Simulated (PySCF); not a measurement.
**C2H2BCl3Si: geometry, spin-spin couplings**

Wanted: the spin-spin couplings of C2H2BCl3Si (`C#C[Si@@H](Cl)B(Cl)Cl`), by calculation.

Programs: PySCF 2.14.0, with density-fitted response routines of our own. Each step states its level of theory. These are calculated values for one molecule in the gas phase, unless marked as measured. Atoms are numbered from 0 throughout.

## 1. The starting structure

9 atoms, charge 0, multiplicity 1; geometry from: GFN2-xTB. The atoms were then displaced at random by about 0.01 Å, so the start is not that level's minimum.

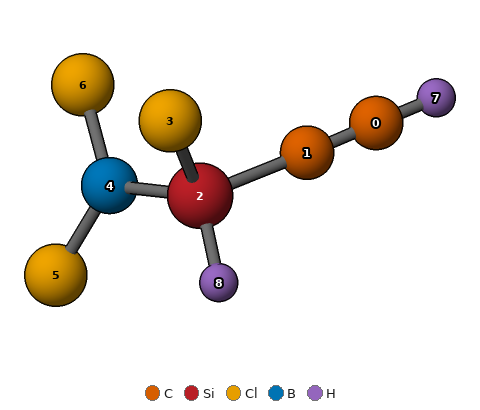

As it starts; carbon orange, silicon red, chlorine amber, boron blue, hydrogen purple, atoms numbered.

## 2. Relaxing the molecule at PBE0-D3(BJ)/def2-SVP

What the job is given:

```
{"job": {"xc": "PBE0", "basis": "def2-SVP", "d3": "d3bj", "grid": 1, "shake": 0.01, "kind": "geom"}, "charge": 0, "multiplicity": 1}
C      2.250470     1.163460     0.175150
C      1.344730     0.380130     0.007330
Si    -0.044100    -0.847410    -0.203890
Cl     0.185110    -2.189790     1.314580
B     -1.793370     0.083660    -0.103210
Cl    -2.910900     0.076010    -1.404470
Cl    -2.245090     0.975620     1.305860
H      3.019080     1.895250     0.300870
H      0.251880    -1.554080    -1.425940
```

The run is started by

```
$ OMP_NUM_THREADS=1 python probes_run.py task.json out
```

The driver reads the jobs from task.json and runs them one after another.

Log:

```text
step   0  E = -1771.12687764  max force = 0.025624
step   1  E = -1771.13044052  max force = 0.010859
step   2  E = -1771.13127477  max force = 0.003944
step   3  E = -1771.13143777  max force = 0.001990
step   4  E = -1771.13149446  max force = 0.001023
step   5  E = -1771.13152907  max force = 0.000936
step   6  E = -1771.13153256  max force = 0.000592
step   7  E = -1771.13153404  max force = 0.000306
optimisation converged
```

It took 53 s on 1 thread of Arm Neoverse V1, shared host; peak memory 0.53 GiB.

Step by step:

| step | energy from step 0 (eV) | largest force component (eV/Å) |
| --- | --- | --- |
| 0 | 0.0000 | 1.3176 |
| 1 | -0.0970 | 0.5584 |
| 2 | -0.1197 | 0.2028 |
| 3 | -0.1241 | 0.1023 |
| 4 | -0.1256 | 0.0526 |
| 5 | -0.1266 | 0.0481 |
| 6 | -0.1267 | 0.0304 |
| 7 | -0.1267 | 0.0157 |

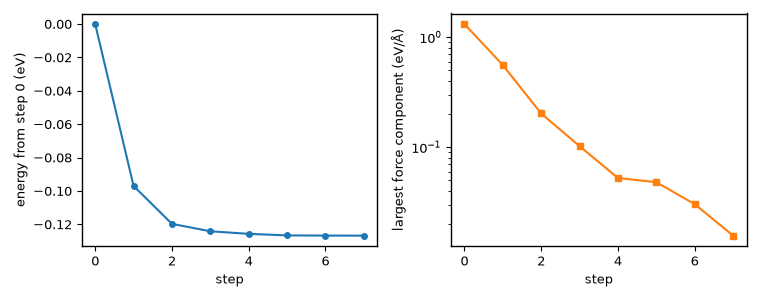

Energy and largest force along the relaxation.

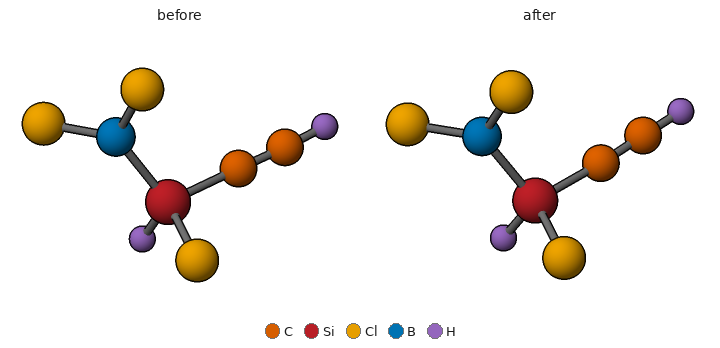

Before and after, at one scale.

Distances of close pairs at the start and the end, largest changes first:

| bond | before (Å) | after (Å) | change (Å) |
| --- | --- | --- | --- |
| Si2–H8 | 1.442 | 1.488 | +0.045 |
| Si2–B4 | 1.984 | 2.022 | +0.038 |
| C1–Si2 | 1.866 | 1.828 | -0.038 |
| Si2–Cl3 | 2.040 | 2.076 | +0.036 |
| B4–Cl5 | 1.715 | 1.745 | +0.029 |
| B4–Cl6 | 1.728 | 1.742 | +0.014 |
| C0–C1 | 1.209 | 1.217 | +0.008 |
| C0–H7 | 1.069 | 1.076 | +0.007 |

The end geometry stands in the next job.

| at the end point | value |
| --- | --- |
| point group (found at 0.08 Å tolerance) | C1 |
| rotational constants (GHz, main isotopes) | 1.332, 0.751, 0.698 |
| dipole moment (D) | 1.69 |

## 3. J couplings: B3LYP/cc-pVTZ

What the job is given:

```
{"job": {"kind": "j", "xc": "B3LYP", "basis": "cc-pVTZ"}, "charge": 0, "multiplicity": 1}
C      1.795009    -1.192801     0.656792
C      0.985406    -2.097893     0.574515
Si    -0.305111    -3.385594     0.442085
Cl    -0.120930    -4.721777     2.020183
B     -2.115015    -2.500906     0.616296
Cl    -3.278864    -2.550625    -0.682518
Cl    -2.513776    -1.665409     2.092088
H      2.518121    -0.399639     0.734865
H     -0.127358    -4.140755    -0.827121
```

Method: B3LYP/cc-pVTZ indirect spin-spin coupling, non-relativistic, gas phase.

Log:

```text
coarse grid: 11000 points
cycle   1  E = -1772.5115127480  dE =  7.393e-01  |g| = 4.848e-01  |ddm| = 6.155e+00
cycle   2  E = -1772.4658113991  dE =  4.570e-02  |g| = 6.338e-01  |ddm| = 1.785e+00
cycle   3  E = -1772.5706384364  dE = -1.048e-01  |g| = 8.959e-02  |ddm| = 1.037e+00
cycle   4  E = -1772.5726152907  dE = -1.977e-03  |g| = 3.643e-02  |ddm| = 1.845e-01
cycle   5  E = -1772.5729778120  dE = -3.625e-04  |g| = 7.756e-03  |ddm| = 6.140e-02
cycle   6  E = -1772.5729898160  dE = -1.200e-05  |g| = 3.835e-03  |ddm| = 1.433e-02
cycle   7  E = -1772.5729924022  dE = -2.586e-06  |g| = 2.170e-03  |ddm| = 6.746e-03
final grid: 91536 points
cycle   8  E = -1772.5973340264  dE = -1.513e-05  |g| = 7.026e-03  |ddm| = 7.506e-02
cycle   9  E = -1772.5972912936  dE =  4.273e-05  |g| = 1.454e-02  |ddm| = 2.606e-02
cycle  10  E = -1772.5973436379  dE = -5.234e-05  |g| = 2.607e-03  |ddm| = 1.891e-02
cycle  11  E = -1772.5973452668  dE = -1.629e-06  |g| = 3.713e-04  |ddm| = 3.671e-03
cycle  12  E = -1772.5973453032  dE = -3.635e-08  |g| = 1.223e-04  |ddm| = 7.245e-04
cycle  13  E = -1772.5973453073  dE = -4.160e-09  |g| = 3.022e-05  |ddm| = 2.124e-04
cycle  14  E = -1772.5973453076  dE = -2.433e-10  |g| = 7.544e-06  |ddm| = 5.807e-05
converged SCF energy = -1772.5973453076

Indirect spin-spin couplings (Hz)
  i      j    bonds     total        FC       PSO       DSO        SD
  0 C    1 C    1    264.956   247.059     6.957     0.078    10.861
  0 C    2 Si   2    -17.012   -15.451    -1.074     0.059    -0.546
  0 C    4 B    3      2.539     2.246     0.119    -0.012     0.187
  0 C    7 H    1    246.883   247.269    -1.247     0.367     0.494
  0 C    8 H    3      3.671     3.517     0.448    -0.283    -0.011
  1 C    2 Si   1    -86.134   -87.772     2.408    -0.132    -0.638
  1 C    4 B    2      8.006     8.115    -0.032     0.078    -0.155
  1 C    7 H    2     47.653    42.397     5.330    -1.104     1.030
  1 C    8 H    2     11.542    11.666    -0.082    -0.078     0.037
  2 Si   4 B    1   -122.411  -120.601    -0.267    -0.200    -1.344
  2 Si   7 H    3     -4.324    -4.280    -0.244     0.239    -0.039
  2 Si   8 H    1   -198.783  -199.354     1.087    -0.393    -0.122
  4 B    7 H    4     -1.022    -1.042     0.170    -0.141    -0.010
  4 B    8 H    2     14.821    14.771     0.000     0.003     0.047
  7 H    8 H    4     -1.604    -1.408     0.844    -1.065     0.025
```

It took 89 s on 1 thread of Arm Neoverse V1, shared host; peak memory 1 GiB.

The basis is not made for couplings: without tight functions at the nuclei these values are rough.

Couplings of 1 Hz or more over one to four bonds, nine at most for each number (isotopes 11B, 13C, 1H, 29Si):

| pair | bonds | J (Hz) | Fermi contact (Hz) |
| --- | --- | --- | --- |
| C0–C1 | 1 | 265.0 | 247.1 |
| C0–H7 | 1 | 246.9 | 247.3 |
| Si2–H8 | 1 | -198.8 | -199.4 |
| Si2–B4 | 1 | -122.4 | -120.6 |
| C1–Si2 | 1 | -86.1 | -87.8 |
| C1–H7 | 2 | 47.7 | 42.4 |
| C0–Si2 | 2 | -17.0 | -15.5 |
| B4–H8 | 2 | 14.8 | 14.8 |
| C1–H8 | 2 | 11.5 | 11.7 |
| C1–B4 | 2 | 8.0 | 8.1 |
| Si2–H7 | 3 | -4.3 | -4.3 |
| C0–H8 | 3 | 3.7 | 3.5 |
| C0–B4 | 3 | 2.5 | 2.2 |
| H7–H8 | 4 | -1.6 | -1.4 |
| B4–H7 | 4 | -1.0 | -1.0 |

The response was solved for the nuclei of B, C, H, Si alone, so couplings that need other nuclei can be missing.

Quadrupole couplings from the field gradients of the same density:

| atom | isotope | eQq/h (MHz) | η |
| --- | --- | --- | --- |
| Cl3 | 35Cl | -40.3 | 0.04 |
| Cl6 | 35Cl | -36.1 | 0.76 |
| Cl5 | 35Cl | -35.6 | 0.81 |
| B4 | 11B | 3.597 | 0.56 |

## 4. Indirect couplings: B3LYP/6-31G*

Same as in step 3 but for these lines:

```diff
@@ -1,2 +1,2 @@
-{"job": {"kind": "j", "xc": "B3LYP", "basis": "cc-pVTZ"}, "charge": 0, "multiplicity": 1}
+{"job": {"kind": "j", "xc": "B3LYP", "basis": "6-31G*"}, "charge": 0, "multiplicity": 1}
 C      1.795009    -1.192801     0.656792
```

Method: B3LYP/6-31G* indirect spin-spin coupling, non-relativistic, gas phase.

Log:

```text
coarse grid: 11000 points
cycle   1  E = -1772.4173342422  dE =  7.704e-01  |g| = 4.722e-01  |ddm| = 3.314e+00
cycle   2  E = -1772.3721382313  dE =  4.520e-02  |g| = 6.132e-01  |ddm| = 1.342e+00
cycle   3  E = -1772.4824439197  dE = -1.103e-01  |g| = 7.980e-02  |ddm| = 8.050e-01
cycle   4  E = -1772.4842023579  dE = -1.758e-03  |g| = 2.973e-02  |ddm| = 1.288e-01
cycle   5  E = -1772.4843568890  dE = -1.545e-04  |g| = 1.923e-02  |ddm| = 3.876e-02
cycle   6  E = -1772.4844466646  dE = -8.978e-05  |g| = 4.747e-03  |ddm| = 1.761e-02
cycle   7  E = -1772.4844534668  dE = -6.802e-06  |g| = 5.136e-04  |ddm| = 5.514e-03
final grid: 91536 points
cycle   8  E = -1772.3998944957  dE = -5.509e-06  |g| = 3.602e-03  |ddm| = 1.868e-02
cycle   9  E = -1772.3998930998  dE =  1.396e-06  |g| = 4.165e-03  |ddm| = 1.036e-02
cycle  10  E = -1772.3998984547  dE = -5.355e-06  |g| = 5.847e-04  |ddm| = 5.896e-03
cycle  11  E = -1772.3998985447  dE = -8.996e-08  |g| = 2.067e-04  |ddm| = 7.948e-04
cycle  12  E = -1772.3998985551  dE = -1.042e-08  |g| = 7.937e-05  |ddm| = 2.137e-04
cycle  13  E = -1772.3998985567  dE = -1.584e-09  |g| = 1.582e-05  |ddm| = 7.686e-05
cycle  14  E = -1772.3998985567  dE = -7.549e-11  |g| = 3.353e-06  |ddm| = 2.337e-05
converged SCF energy = -1772.3998985567

Indirect spin-spin couplings (Hz)
  i      j    bonds     total        FC       PSO       DSO        SD
  0 C    1 C    1    156.459   142.798     4.251     0.085     9.324
  0 C    2 Si   2    -11.874   -10.499    -0.939     0.060    -0.496
  0 C    4 B    3      3.982     3.703     0.127    -0.013     0.166
  0 C    7 H    1    235.926   236.313    -1.713     0.493     0.833
  0 C    8 H    3      5.349     5.310     0.336    -0.281    -0.016
  1 C    2 Si   1    -79.996   -81.403     2.019    -0.134    -0.477
  1 C    4 B    2      8.233     8.303    -0.010     0.078    -0.138
  1 C    7 H    2     30.164    27.300     3.688    -1.086     0.263
  1 C    8 H    2      8.728     8.851    -0.093    -0.067     0.037
  2 Si   4 B    1   -136.507  -134.847    -0.308    -0.199    -1.154
  2 Si   7 H    3     -5.047    -5.100    -0.137     0.236    -0.047
  2 Si   8 H    1   -222.171  -222.427     1.200    -0.423    -0.521
  4 B    7 H    4     -1.303    -1.275     0.123    -0.139    -0.013
  4 B    8 H    2     15.461    15.392     0.019     0.007     0.043
  7 H    8 H    4     -2.132    -1.624     0.512    -1.047     0.026
```

Wall time 25 s (1 thread of Arm Neoverse V1, shared host); peak memory 0.79 GiB.

This basis has no tight s functions, so the Fermi-contact terms are rough.

This run: J(C0,H7) 235.9 Hz, J(Si2,H8) -222.2 Hz, J(C0,C1) 156.5 Hz (means over like pairs).

## 5. Comparing the runs: spin-spin couplings

Couplings (Hz), each a mean over the pairs like the one named, with basis size and wall time:

| run | C0–H7 | C0–C1 | Si2–H8 | Si2–B4 | C1–Si2 | C1–H7 | B4–H8 | functions | time |
| --- | --- | --- | --- | --- | --- | --- | --- | --- | --- |
| B3LYP/cc-pVTZ | 246.9 | 265.0 | -198.8 | -122.4 | -86.1 | 47.7 | 14.8 | 254 | 89 s |
| B3LYP/6-31G* | 235.9 | 156.5 | -222.2 | -136.5 | -80.0 | 30.2 | 15.5 | 118 | 25 s |

## 6. Outcome

```
                                     quantity                    value
                                  point group                       C1
         rotational constants (main isotopes)     1.33, 0.75, 0.70 GHz
largest coupling of the table (B3LYP/cc-pVTZ)  1J(C,C) C0–C1, 265.0 Hz
      range of J(C0,H7), mean over like pairs        235.9 to 246.9 Hz
```

The start of the PBE0/def2-SVP relaxation was shaken at random by about 0.01 Å, so part of the energy gained, and of the first lengths quoted, undoes that. Relaxing lowered the energy by 0.127 eV in 7 steps; the close pair that moved most is Si2–H8, from 1.442 to 1.488 Å. No frequency check was run at this level, so the end point may be a saddle. In the run at B3LYP/cc-pVTZ, the largest coupling of the table is C0–C1, 265.0 Hz, of which the Fermi-contact term gives 247.1 Hz. Couplings across rotatable bonds belong to this one conformer; where others are populated, the observed values are averages. The coupling C0–H7, as a mean over pairs of its kind, runs from 235.9 Hz (B3LYP/6-31G*) to 246.9 Hz (B3LYP/cc-pVTZ). Couplings from bases without tight functions are rough.
